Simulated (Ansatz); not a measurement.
```
atom    x (Å)    y (Å)    z (Å)
  Al   0.0421  -0.5934  -0.0240
   N   0.1080  -0.2931   2.0178
   H  -0.7619   0.0884   2.3937
   H   0.8508   0.3894   2.1912
  Cl   1.8651   0.4757  -0.4699
   H  -1.3027   0.1790  -0.3957
   H   0.1443  -2.1814  -0.1289
   H   0.3328  -1.1369   2.5472
```

All numbers below come from Ansatz 0.2.0, RKS PBE0/def2-SVP.

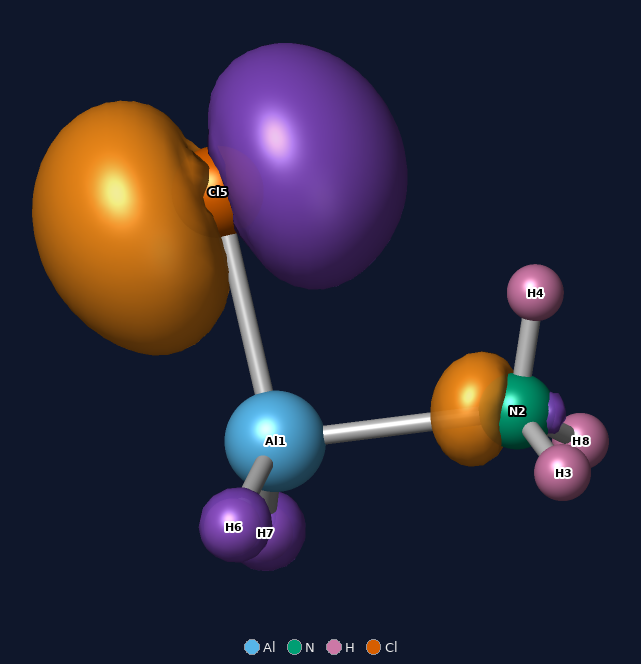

AlClH₅N. The HOMO−1 at ±0.15 Å⁻³ᐟ² (orange and purple are the two phases), seen at a tilt.

### What is the character of this orbital?

It lies mainly on Cl5 (about 80 %); largely a lone pair of Cl5. Its energy is −8.16 eV.
